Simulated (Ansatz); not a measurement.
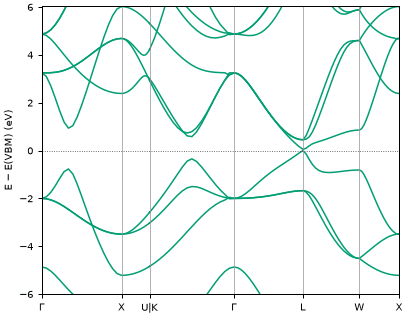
Fig. 1. Band structure from PBE (plane waves, PAW; program Ansatz)

Task: Read off the gap and where the band edges lie.

Result: About 0.1 eV (0.05 eV by a search for the band edges); maximum at L, minimum at L.

The material is SnTe (rock salt, Fm-3m).

The PBE relaxation kept the symmetry of its start. Scalar-relativistic: spin–orbit coupling is off unless named, which matters more the heavier the elements.

Potentials: the later of the program's two PAW sets.
